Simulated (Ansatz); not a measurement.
SiH$_{2}$F$_{2}$ and related structures: several calculations on one system

**1. Relaxation**

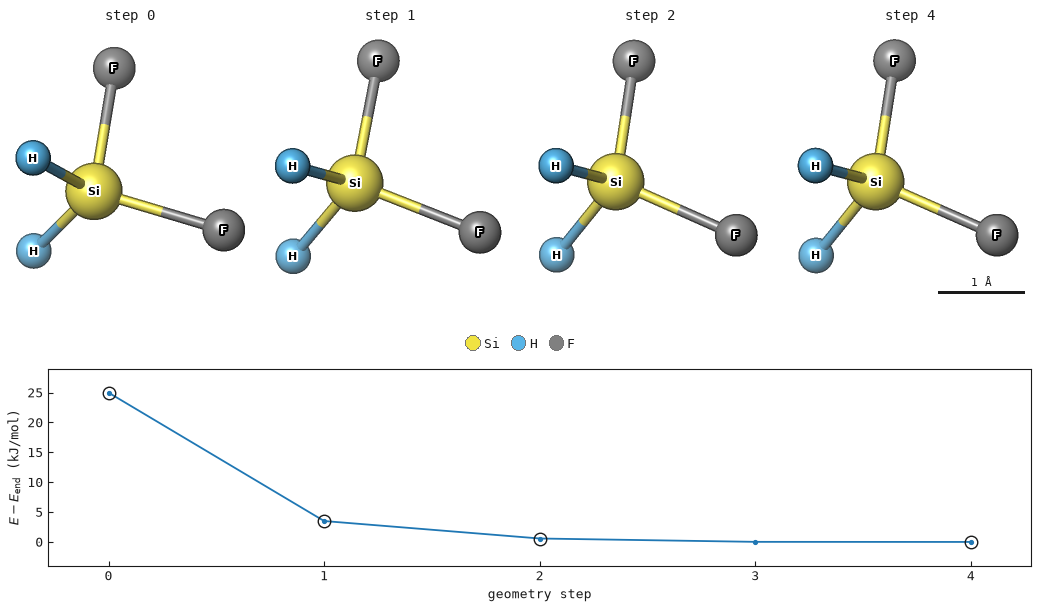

Frames of a relaxation of SiH$_{2}$F$_{2}$, marked on the history of the run. The picture is a ball-and-stick view, seen from a free direction.

It is one of the separated reactants of a reaction.

All numbers below come from RKS PBE0-D4/def2-TZVP (Ansatz). (force threshold 0.005 eV/Å; at most 200 steps)

Describe the path.

Over 4 geometry steps the energy falls by 25.0 kJ/mol. Largest force component: 2.3 eV/Å at the start, 0.0022 eV/Å at the end. The largest move after the best rigid fit is that of the Si atom, 0.13 Å. Largest moves by element: Si 0.13 Å, F 0.10 Å, H 0.09 Å. Some distances before and after: F–Si 1.615 → 1.586 Å. Among the angles between lasting bonds that change: F–Si–F 99.8° → 108.0°, H–Si–F 100.6° → 108.5°, H–Si–F 114.9° → 108.5°. The run took 1.9 s on 4 threads of AMD EPYC 9R45 96-Core, with other jobs on the host. From step 0 to 1: Si and F atoms move most (0.11 Å), energy −21.5 kJ/mol. From step 1 to 2: an F atom moves most (0.06 Å), energy −2.92 kJ/mol. From step 2 to 4: energy −0.58 kJ/mol.

```json
{"step": "0", "E − E(0), kJ/mol": "0.00", "largest force component, eV/Å": "2.2895"}
{"step": "1", "E − E(0), kJ/mol": "-21.49", "largest force component, eV/Å": "0.8424"}
{"step": "2", "E − E(0), kJ/mol": "-24.42", "largest force component, eV/Å": "0.2729"}
{"step": "3", "E − E(0), kJ/mol": "-24.98", "largest force component, eV/Å": "0.0655"}
{"step": "4", "E − E(0), kJ/mol": "-24.99", "largest force component, eV/Å": "0.0022"}
```

**2. Relaxation**

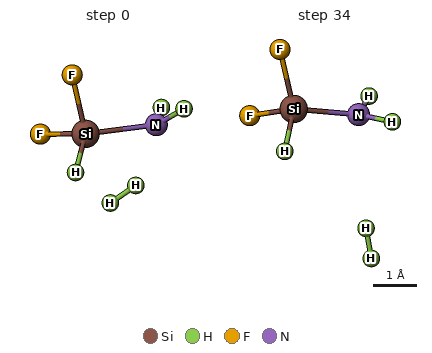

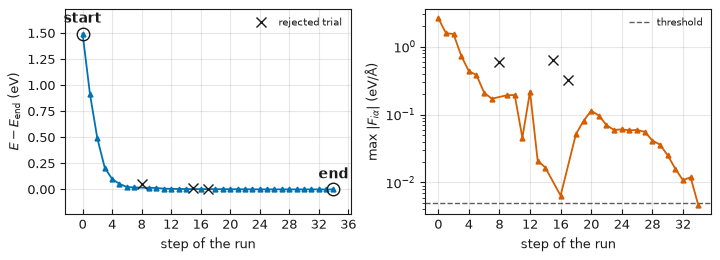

First and last geometry of a relaxation of SiNH$_{5}$F$_{2}$ (started from a transition state, displaced along its imaginary mode), with the history of the run. A ball-and-stick model, seen at a tilt.

The calculation used RKS PBE0-D4/def2-TZVP in Ansatz.

Input file:
```yaml
crystal:
  periodic: [false, false, false]
  atoms:
    - {symbol: Si, position_ang: [0.070706, 0.473459, 0.568088]}
    - {symbol: H, position_ang: [-1.612181, -0.127730, -0.178139]}
    - {symbol: F, position_ang: [-0.425697, 1.906003, 0.036600]}
    - {symbol: F, position_ang: [1.527423, 0.840734, 1.088157]}
    - {symbol: H, position_ang: [-0.549226, -0.044879, 1.811496]}
    - {symbol: H, position_ang: [-1.106132, -0.552585, -0.503154]}
    - {symbol: N, position_ang: [0.427162, -0.713913, -0.703806]}
    - {symbol: H, position_ang: [0.599559, -0.323429, -1.617071]}
    - {symbol: H, position_ang: [1.068385, -1.457561, -0.502171]}
basis:
  gaussian: {orbitals: def2-TZVP}
hamiltonian: {xc: pbe0, dispersion: d4}
relax: {f_tol: 0.005, max_steps: 200}
```

Run as
```bash
ansatz run in.yaml --threads 4 --pin off --events-out ev --progress --plain --max-ram 9574MiB
```

> What do the curves and the structures tell?

It converged. After 31 accepted moves (34 points after the start) the energy has fallen by 1.495 eV. The largest force component goes from 2.6 to 0.0047 eV/Å. The line search rejected the trial steps at points 8, 15, 17 of the run. The largest move after the best rigid fit is that of H2, 1.80 Å. By element the largest moves are H 1.80 Å, F 0.67 Å, Si 0.66 Å, N 0.42 Å. Some distances before and after: Si1–H2 1.937 → 4.344 Å, Si1–H6 1.893 → 3.647 Å, H6–N7 1.555 → 2.840 Å, Si1–N7 1.776 → 1.686 Å. Among the angles between lasting bonds that change: F4–Si1–N7 101.8° → 114.7°, F3–Si1–N7 114.9° → 107.8°, Si1–N7–H8 115.1° → 122.1°. The run took 25 s on 4 threads of AMD EPYC 9R45 96-Core, with other jobs on the host.

**3. Reaction**

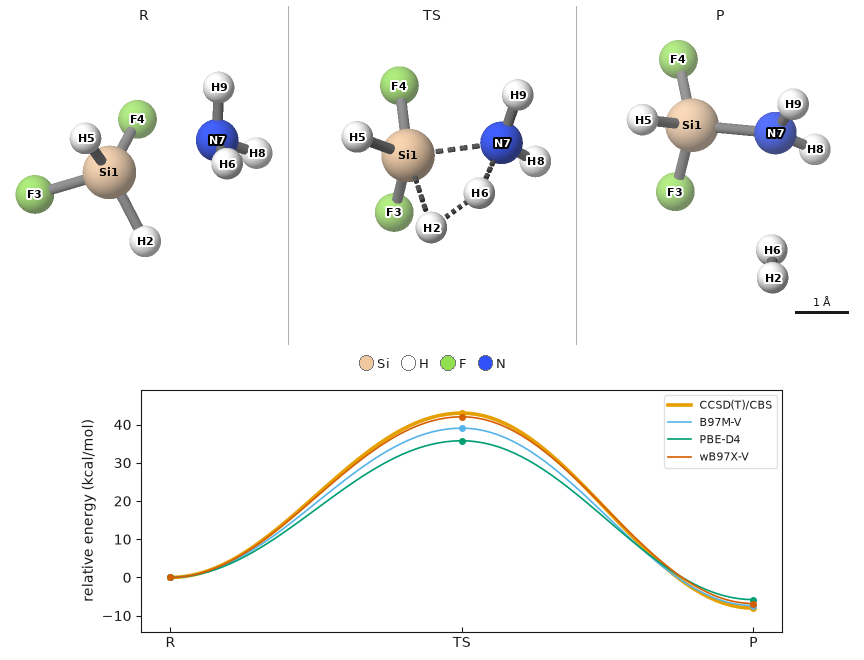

A reaction step of SiNH5F2, with its energy diagram. Style: ball-and-stick. Shown at a tilt. Dashed sticks mark bonds that form or break.

Stationary points at PBE0-D4/def2-TZVP, single-point energies with CCSD(T)/CBS, B97M-V, PBE-D4, wB97X-V (def2-TZVPP where no basis is named; Ansatz 0.2.0). The energies are electronic, without zero-point or thermal terms, and both ends are the minima reached downhill from the saddle, with any fragments still in contact. CCSD(T)/CBS stands for a frozen-core estimate: MP2 correlation extrapolated from def2-TZVPP and def2-QZVPP, CCSD(T) minus MP2 from the smaller set.

### What happens, and what does it cost?

Counted by bonded pieces, R holds NH₃ + SiH₂F₂ and P holds H₂ + SiH₃NF₂. From R over the saddle to P, bonds form: Si1–N7 (2.33 → 1.84 → 1.69 Å), H2–H6 (2.79 → 1.12 → 0.75 Å). Bonds break: Si1–H2 (1.48 → 1.78 → 4.34 Å), H6–N7 (1.01 → 1.23 → 2.84 Å). The saddle has one imaginary mode, 1427i cm⁻¹. With CCSD(T)/CBS the barrier is 43.0 kcal/mol from R and 51.0 kcal/mol from P, and P lies 8.0 kcal/mol below R.

| level | barrier from R (kcal/mol) | barrier from P (kcal/mol) | P less R (kcal/mol) |
| --- | --- | --- | --- |
| CCSD(T)/CBS | 43.0 | 51.0 | −8.0 |
| B97M-V | 39.1 | 46.4 | −7.4 |
| PBE-D4 | 35.8 | 41.6 | −5.8 |
| wB97X-V | 42.0 | 48.9 | −6.8 |

Against CCSD(T)/CBS, wB97X-V comes closest on the barrier from R (−1.0 kcal/mol) and PBE-D4 misses most (−7.2 kcal/mol).
